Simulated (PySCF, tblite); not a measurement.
# C₇H₁₀O₂Si: geometry, infrared bands and NMR shifts

What infrared bands and NMR shifts should C₇H₁₀O₂Si (`CC(=O)C1=C(CC=O)C[SiH2]1`) show?

The runs use tblite 0.8.0 and PySCF 2.14.0, with density-fitted response routines of our own; the level of theory stands in each step. All values are computed, except where a source is named. Atoms are numbered from 0 throughout.

### Step 1. The molecule as given

20 atoms, charge 0, multiplicity 1; geometry from: force field or distance geometry start.

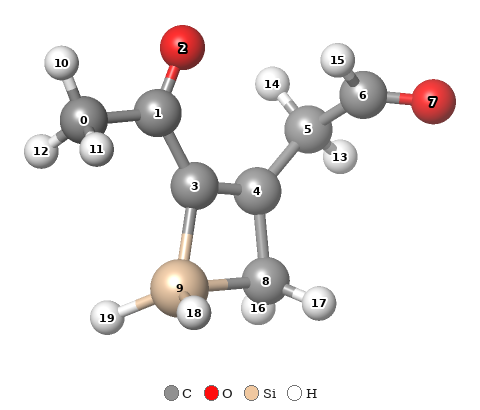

The starting geometry (carbon grey, oxygen red, silicon light orange, hydrogen white), atoms numbered.

### Step 2. Optimising the geometry with GFN2-xTB

What the job is given:

```
{"job": {"kind": "relax", "xc": "GFN2-xTB", "basis": "xTB"}, "charge": 0, "multiplicity": 1}
C      2.525900     0.848400     1.212800
C      1.243100     0.049200     1.070300
O      0.920500    -0.719400     1.991800
C      0.466000     0.248500    -0.177600
C     -0.646700    -0.452900    -0.529300
C     -1.440800    -1.628500     0.152400
C     -2.304700    -1.061400     1.238800
O     -3.527500    -1.101800     1.220800
C     -0.946800     0.245400    -1.896600
Si     0.557300     1.330800    -1.635700
H      3.015000     0.589700     2.149700
H      2.279500     1.915800     1.232900
H      3.191600     0.624600     0.398100
H     -2.058700    -2.133600    -0.588800
H     -0.752400    -2.352600     0.588300
H     -1.779600    -0.605600     2.108100
H     -0.891100    -0.391700    -2.778000
H     -1.895600     0.798400    -1.938800
H      0.302700     2.763700    -1.321300
H      1.737100     1.043600    -2.501000
```

On the command line:

```
$ OMP_NUM_THREADS=1 python probes_run.py task.json out
```

One launch serves the whole session: the jobs run in the order shown.

Output:

```text
step      E/eV     max force
  0    -812.32887    3.413
  1    -812.53783    2.432
  2    -812.61292    0.995
  3    -812.65091    0.740
  4    -812.70896    0.801
  5    -812.74200    0.729
  6    -812.76808    0.386
  7    -812.78104    0.262
  8    -812.79120    0.239
  9    -812.79896    0.179
 10    -812.80544    0.210
 11    -812.81026    0.171
 12    -812.81340    0.133
 13    -812.81535    0.098
 14    -812.81686    0.096
 15    -812.81830    0.109
 16    -812.81947    0.086
 17    -812.82020    0.055
 18    -812.82071    0.051
 19    -812.82122    0.065
 20    -812.82178    0.070
 21    -812.82231    0.054
 22    -812.82277    0.046
 23    -812.82326    0.066
 24    -812.82386    0.070
 25    -812.82449    0.061
 26    -812.82499    0.052
 27    -812.82535    0.050
 28    -812.82569    0.045
 29    -812.82605    0.049
 30    -812.82639    0.055
 31    -812.82669    0.046
 32    -812.82698    0.052
 33    -812.82731    0.054
 34    -812.82762    0.042
 35    -812.82785    0.040
 36    -812.82805    0.032
 37    -812.82825    0.040
 38    -812.82848    0.040
 39    -812.82870    0.034
 40    -812.82889    0.036
 41    -812.82907    0.037
 42    -812.82925    0.033
 43    -812.82944    0.027
 44    -812.82960    0.024
 45    -812.82975    0.030
 46    -812.82988    0.031
 47    -812.83000    0.027
 48    -812.83011    0.025
 49    -812.83021    0.023
 50    -812.83031    0.021
 51    -812.83040    0.021
 52    -812.83046    0.021
 53    -812.83052    0.018
 54    -812.83058    0.025
 55    -812.83067    0.028
 56    -812.83077    0.021
 57    -812.83086    0.020
 58    -812.83095    0.017
 59    -812.83104    0.020
 60    -812.83116    0.026
 61    -812.83129    0.028
 62    -812.83140    0.022
 63    -812.83148    0.022
 64    -812.83155    0.018
 65    -812.83162    0.021
 66    -812.83169    0.022
 67    -812.83176    0.018
 68    -812.83180    0.017
 69    -812.83183    0.015
 70    -812.83187    0.014
 71    -812.83190    0.016
 72    -812.83194    0.019
 73    -812.83197    0.014
 74    -812.83200    0.014
 75    -812.83202    0.013
 76    -812.83205    0.012
 77    -812.83207    0.012
 78    -812.83209    0.017
 79    -812.83212    0.012
 80    -812.83215    0.014
 81    -812.83217    0.013
 82    -812.83219    0.010
 83    -812.83220    0.009
```

It took 1.3 s on 1 thread of Arm Neoverse N1, shared host; peak memory 0.18 GiB.

Step by step: (not every step is listed)

```csv
step,energy from step 0 (eV),largest force (eV/Å)
0,0.0000,3.4130
1,-0.2090,2.4321
2,-0.2840,0.9953
3,-0.3220,0.7403
4,-0.3801,0.8011
5,-0.4131,0.7289
6,-0.4392,0.3858
7,-0.4522,0.2620
8,-0.4623,0.2391
15,-0.4894,0.1088
22,-0.4939,0.0457
29,-0.4972,0.0489
36,-0.4992,0.0318
43,-0.5006,0.0267
50,-0.5014,0.0207
57,-0.5020,0.0198
64,-0.5027,0.0177
71,-0.5030,0.0157
78,-0.5032,0.0172
79,-0.5032,0.0122
80,-0.5033,0.0142
81,-0.5033,0.0128
82,-0.5033,0.0103
83,-0.5033,0.0094
```

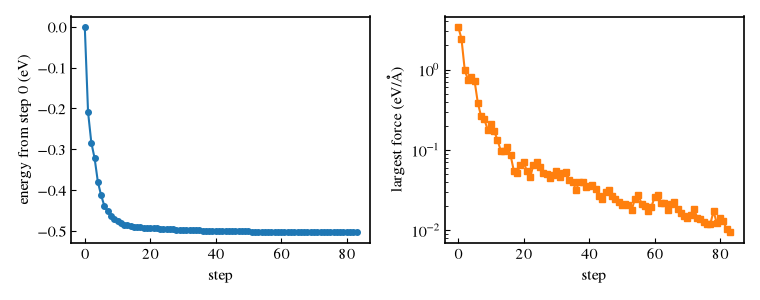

Energy and force, step by step.

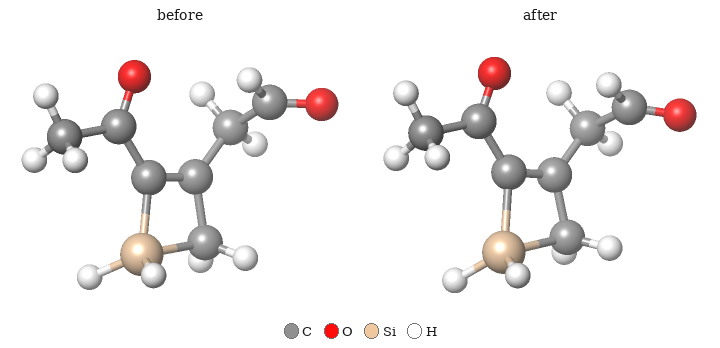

Before and after, at one scale.

Distances of close pairs at the start and the end, largest changes first:

```csv
bond,before (Å),after (Å),change (Å)
C4–C5,1.574,1.486,-0.088
C3–Si9,1.818,1.894,+0.075
C4–C8,1.564,1.502,-0.063
C8–Si9,1.873,1.929,+0.056
Si9–H19,1.491,1.460,-0.031
Si9–H18,1.489,1.459,-0.030
C6–O7,1.224,1.197,-0.026
C1–C3,1.484,1.457,-0.026
```

The final coordinates are the input of the step that follows.

### Step 3. Vibrational analysis with GFN2-xTB

What the job is given:

```
{"job": {"kind": "ir", "xc": "GFN2-xTB", "basis": "xTB"}, "charge": 0, "multiplicity": 1}
C      2.509820     0.796961     1.244212
C      1.258640    -0.038470     1.116713
O      0.932316    -0.861547     1.951184
C      0.483774     0.213427    -0.091668
C     -0.609928    -0.463083    -0.524789
C     -1.357654    -1.576149     0.116521
C     -2.288276    -0.948583     1.127472
O     -3.478490    -0.886132     1.014494
C     -0.980496     0.186248    -1.827044
Si     0.528131     1.365696    -1.593614
H      3.029423     0.559478     2.168692
H      2.244187     1.851971     1.230476
H      3.162363     0.603538     0.395382
H     -1.932651    -2.139072    -0.620302
H     -0.659467    -2.215487     0.661922
H     -1.755337    -0.510346     1.988176
H     -0.957869    -0.509402    -2.664852
H     -1.976520     0.626325    -1.801799
H      0.216240     2.771326    -1.356029
H      1.626647     1.183977    -2.538182
```

Output:

```text
mode    cm-1     km/mol
  1      38.8      1.60
  2      44.7      4.47
  3      55.3      7.21
  4      98.9      0.42
  5     106.1      0.89
  6     141.5      5.03
  7     169.8      1.26
  8     221.3      2.96
  9     275.0      2.19
 10     392.3      7.51
 11     414.0      3.67
 12     445.9      1.60
 13     449.9     14.07
 14     471.4     37.22
 15     495.7     46.65
 16     533.6      9.05
 17     607.5     47.81
 18     609.1    124.32
 19     649.3      3.27
 20     715.4     30.79
 21     736.8     71.44
 22     767.7    274.36
 23     850.9     12.32
 24     928.5      7.24
 25     950.6     66.84
 26     984.5     16.77
 27     997.0     18.00
 28    1030.9     37.72
 29    1042.9      7.21
 30    1056.8     73.15
 31    1103.2     77.73
 32    1149.1     24.80
 33    1213.3     14.25
 34    1243.4    103.75
 35    1289.2    124.64
 36    1361.3     22.05
 37    1366.6     27.53
 38    1410.8      9.22
 39    1444.7     32.61
 40    1451.6     13.29
 41    1457.4     11.82
 42    1585.4    347.19
 43    1700.3    302.98
 44    1789.0    400.84
 45    2284.7    410.43
 46    2294.6    215.84
 47    2819.6     56.40
 48    2967.8      0.56
 49    2980.4     26.61
 50    2998.0      2.03
 51    3001.1     38.66
 52    3024.1     14.96
 53    3030.3      8.02
 54    3055.5     16.32
```

It took 1.6 s on 1 thread of Arm Neoverse N1, shared host; peak memory 0.18 GiB.

The strongest bands and the atoms that carry them (share of the mass-weighted mode):

```csv
cm⁻¹,km/mol,atoms
609,124.3,"H18 37 %, H19 30 %"
768,274.4,"H18 41 %, H19 40 %, Si9 10 %"
1289,124.6,"C4 38 %, C3 19 %, C1 11 %"
1585,347.2,"C4 47 %, C3 43 %"
1700,303.0,"C1 60 %, O2 35 %"
1789,400.8,"C6 58 %, O7 39 %"
2285,410.4,"H19 85 %, H18 11 %"
2295,215.8,"H18 85 %, H19 12 %"
```

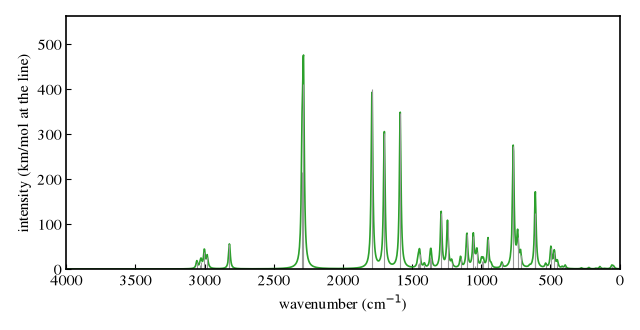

The infrared spectrum from these modes, unscaled. Lines are broadened to a width of 14 cm⁻¹ (Lorentzian).

### Step 4. NMR shieldings: PBE0/pcSseg-1

Same as in step 3 but for these lines:

```diff
@@ -1,2 +1,2 @@
-{"job": {"kind": "ir", "xc": "GFN2-xTB", "basis": "xTB"}, "charge": 0, "multiplicity": 1}
+{"job": {"kind": "nmr", "xc": "PBE0", "basis": "pcSseg-1"}, "charge": 0, "multiplicity": 1}
 C      2.509820     0.796961     1.244212
```

Method: GIAO PBE0/pcSseg-1 NMR shielding, non-relativistic, gas phase.

Output:

```text
coarse grid: 17600 points
cycle   1  E = -711.6726598373  dE =  1.611e+00  |g| = 1.082e+00  |ddm| = 4.198e+00
cycle   2  E = -710.9410119604  dE =  7.316e-01  |g| = 2.207e+00  |ddm| = 3.318e+00
cycle   3  E = -711.8980319252  dE = -9.570e-01  |g| = 2.312e-01  |ddm| = 2.594e+00
cycle   4  E = -711.9097661394  dE = -1.173e-02  |g| = 9.300e-02  |ddm| = 3.264e-01
cycle   5  E = -711.9118017583  dE = -2.036e-03  |g| = 2.967e-02  |ddm| = 1.206e-01
cycle   6  E = -711.9119724714  dE = -1.707e-04  |g| = 1.045e-02  |ddm| = 2.976e-02
cycle   7  E = -711.9119898930  dE = -1.742e-05  |g| = 4.219e-03  |ddm| = 1.201e-02
cycle   8  E = -711.9119935859  dE = -3.693e-06  |g| = 8.423e-04  |ddm| = 4.084e-03
final grid: 166520 points
cycle   9  E = -711.9925869730  dE = -1.286e-05  |g| = 1.597e-02  |ddm| = 3.758e-02
cycle  10  E = -711.9924366229  dE =  1.504e-04  |g| = 3.219e-02  |ddm| = 3.770e-02
cycle  11  E = -711.9926366288  dE = -2.000e-04  |g| = 2.052e-03  |ddm| = 2.696e-02
cycle  12  E = -711.9926375451  dE = -9.162e-07  |g| = 2.267e-04  |ddm| = 1.831e-03
cycle  13  E = -711.9926375532  dE = -8.125e-09  |g| = 1.482e-04  |ddm| = 3.390e-04
cycle  14  E = -711.9926375572  dE = -4.072e-09  |g| = 4.846e-05  |ddm| = 1.542e-04
cycle  15  E = -711.9926375577  dE = -4.204e-10  |g| = 1.577e-05  |ddm| = 5.048e-05
converged SCF energy = -711.9926375577

GIAO shielding tensors (ppm)
atom      isotropic    diamagn.    paramagn.     s11        s22        s33       span
  0 C      152.717     254.179    -101.462    132.383    136.782    188.986     56.603
  1 C      -15.867     246.530    -262.398    -98.938    -48.157     99.493    198.432
  2 O     -302.802     404.142    -706.944   -890.014   -374.610    356.217   1246.231
  3 C       43.561     265.569    -222.008    -49.476     50.171    129.990    179.466
  4 C        8.817     265.943    -257.126   -101.474     -9.702    137.628    239.102
  5 C      128.770     248.869    -120.099     90.450    136.199    159.661     69.211
  6 C      -10.746     251.609    -262.355   -102.530    -23.501     93.793    196.323
  7 O     -361.408     394.784    -756.192   -970.570   -451.778    338.123   1308.692
  8 C      166.437     255.448     -89.011    147.192    163.343    188.776     41.584
  9 Si     401.387     883.080    -481.693    369.460    399.392    435.309     65.849
 10 H       29.642      28.571       1.072     26.339     27.867     34.721      8.382
 11 H       29.377      30.465      -1.087     26.126     29.770     32.236      6.109
 12 H       29.229      30.213      -0.984     26.034     29.674     31.979      5.945
 13 H       28.645      31.023      -2.378     25.881     28.553     31.502      5.621
 14 H       26.346      30.846      -4.500     22.357     27.669     29.012      6.656
 15 H       22.102      30.556      -8.454     19.414     21.692     25.200      5.786
 16 H       29.829      31.760      -1.931     26.409     27.690     35.388      8.979
 17 H       29.746      32.169      -2.424     26.515     27.808     34.914      8.399
 18 H       26.753      30.331      -3.578     24.144     24.760     31.355      7.210
 19 H       26.712      30.265      -3.553     24.054     24.778     31.302      7.248
```

It took 1.9 min on 1 thread of Arm Neoverse N1, shared host; peak memory 1 GiB.

Shifts follow as δ = σ(reference) − σ, with reference shieldings (ppm) from runs at the same level and on the same kind of geometry: 1H TMS 31.72, 13C TMS 186.9, 29Si TMS 349.2, 17O H2O 336.1. The references are single molecules in the gas phase, so shifts against H2O, NH3, PH3, H3PO4 or CFCl3 are not on the usual liquid scales and can be off by tens of ppm. Atoms listed in one row are averaged.

```csv
atoms,environment,σ (ppm),δ (ppm),δ scaled to CDCl3
C1,ketone carbonyl carbon,-15.9,202.8,196.0
C6,aldehyde carbonyl carbon,-10.7,197.7,191.0
C4,β carbon of a C=C–C=O unit,8.8,178.1,171.9
C3,α carbon of a C=C–C=O unit,43.6,143.4,138.0
C5,sp3 CH2 α to a carbonyl,128.8,58.2,54.8
C0,methyl carbon α to a carbonyl,152.7,34.2,31.5
C8,allylic sp3 CH2 bonded to Si,166.4,20.5,18.1
H15,hydrogen on an aldehyde carbonyl carbon,22.10,9.61,9.17
"H18, H19","hydrogen on a silicon bonded to 2 C, in a 4-membered ring",26.73,4.98,–
"H13, H14",hydrogen on an sp3 CH2 α to a carbonyl,27.50,4.22,4.09
"H10, H11, H12",hydrogen on a methyl carbon α to a carbonyl,29.42,2.30,2.27
"H16, H17",hydrogen on an allylic sp3 CH2 bonded to Si,29.79,1.93,1.92
O7,aldehyde oxygen,-361.4,697.5,–
O2,ketone oxygen,-302.8,638.9,–
Si9,"silicon bonded to 2 C, 2 H, in a 4-membered ring",401.4,-52.2,–
```

The scaled column applies a straight-line fit of computed shieldings to shifts measured in CDCl3 (root-mean-square error 0.16 ppm for H, 1.9 ppm for C).

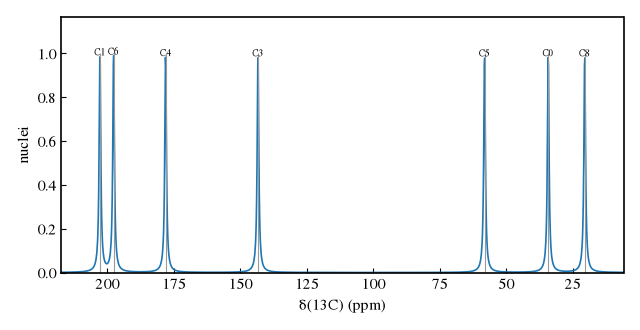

13C lines at the computed shifts, without couplings. Lines are broadened to a width of 0.73 ppm (Lorentzian).

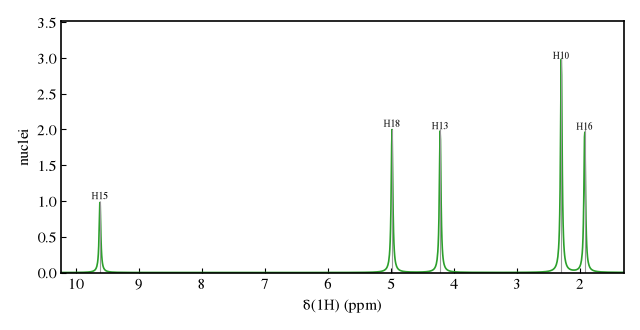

1H lines at the computed shifts, without couplings. Lines are broadened to a width of 0.03 ppm (Lorentzian).

Charges from the same density, by scheme (e):

```csv
atoms,Mulliken,IAO,Hirshfeld,ESP fit
C0,-0.26,-0.47,-0.13,-0.66
C1,0.23,0.38,0.15,0.82
O2,-0.39,-0.44,-0.23,-0.54
C3,-0.39,-0.36,-0.13,-0.64
C4,-0.27,0.10,0.05,0.38
C5,-0.10,-0.34,-0.08,-0.30
C6,0.23,0.28,0.14,0.53
O7,-0.34,-0.38,-0.22,-0.47
C8,-0.40,-0.54,-0.16,-0.49
Si9,0.69,0.74,0.34,0.50
```

Mulliken charges:

C0 -0.26; C1 0.23; O2 -0.39; C3 -0.39; C4 -0.27; C5 -0.10; C6 0.23; O7 -0.34; C8 -0.40; Si9 0.69; H10 0.14; H11 0.14; H12 0.14; H13 0.13; H14 0.17; H15 0.10; H16 0.15; H17 0.16; H18 -0.07; H19 -0.07

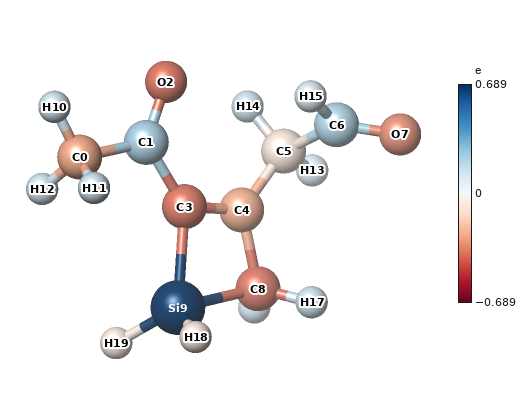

Mulliken charges, as colours on the atoms.

Mayer bond orders: C0–C1 1.04, C1–O2 1.95, C1–C3 0.95, C3–C4 1.66, C4–C5 1.05, C5–C6 0.95, C6–O7 2.02, C4–C8 1.03, C8–Si9 0.91, Si9–C3 0.91.

Ring of atoms C3, C4, C8, Si9: NICS(0) -0.7, NICS(1) -2.7, NICS(1)zz 3.0 ppm (means of both faces).

Orbitals, density, ELF and potential are computed afterwards from the orbital file.

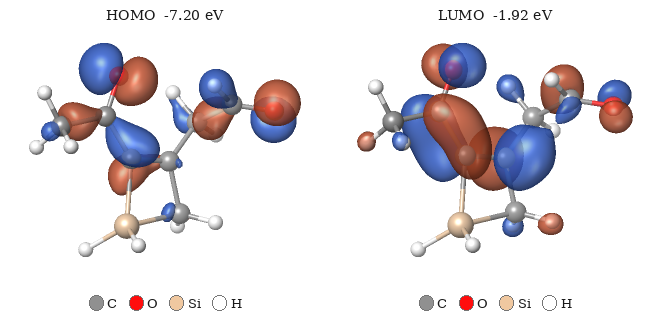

PBE0/pcSseg-1 orbitals near the gap, drawn at the value that encloses 70 % of each; the two colours are the two signs.

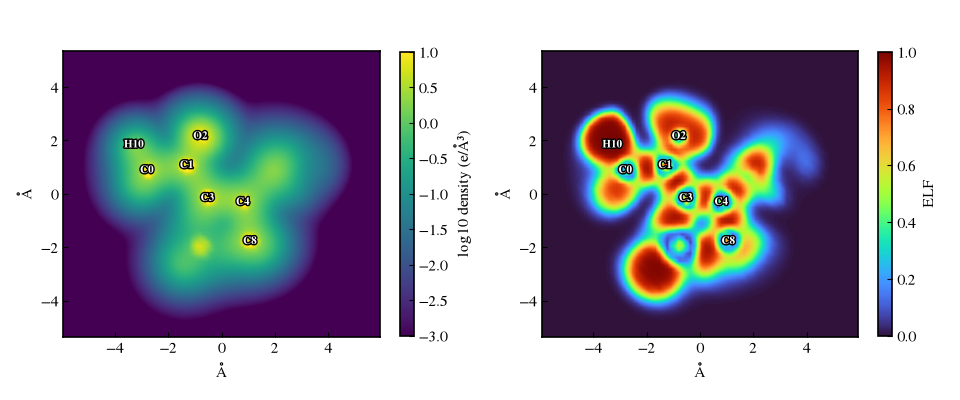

Density (left) and ELF (right) in a plane through or near 7 of the atoms.

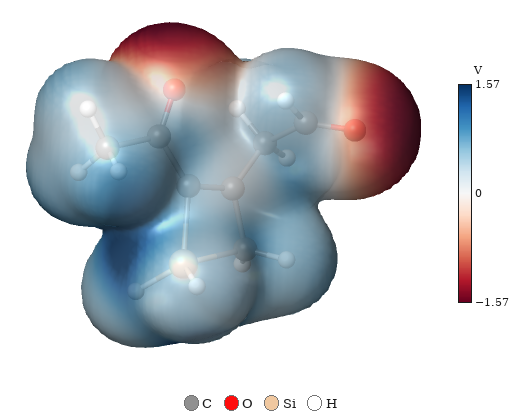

Electrostatic potential on the surface of density 0.002 e/bohr³; red is low, blue high. It runs from -1.57 V near O7 to 1.48 V near H19.

### Step 5. Outcome

| quantity | value |
| --- | --- |
| strongest single infrared mode (GFN2-xTB) | 2285 cm⁻¹, 410 km/mol |
| zero-point energy (GFN2-xTB) | 91.9 kcal/mol |
| 13C shifts against TMS (PBE0/pcSseg-1) | 202.8, 197.7, 178.1, 143.4, 58.2, 34.2, 20.5 ppm |
| 1H shifts against TMS (PBE0/pcSseg-1, means over atoms taken as alike) | 9.61, 4.98, 4.22, 2.30, 1.93 ppm |
| 17O shifts against H2O (PBE0/pcSseg-1) | 697.5, 638.9 ppm |
| 29Si shifts against TMS (PBE0/pcSseg-1) | -52.2 ppm |
| surface potential, least and greatest | -1.57 V and 1.48 V |

In words: The optimisation took 83 steps and gained 0.503 eV; among the close pairs (by a distance rule), C4–C5 changed most, from 1.574 to 1.486 Å. All 54 modes are real, so the xTB geometry is a minimum. The strongest single mode, at 2285 cm⁻¹, moves mainly H19. GFN2-xTB is a fitted tight-binding method: band positions and strengths are rough. Its intensities can rank the bands wrongly. The most deshielded carbon is C1 (ketone carbonyl carbon), at 202.8 ppm: the double bond to the heteroatom, with no lone-pair donor beside it, deshields it most. The most deshielded hydrogen is H15 (hydrogen on an aldehyde carbonyl carbon), at 9.61 ppm: deshielded by the polar, anisotropic C=O bond. At PBE0/pcSseg-1, counted by nearest atom on the grid, the HOMO lies on O2 34 %; O7 23 %, the LUMO on C4 27 %; C1 18 %.
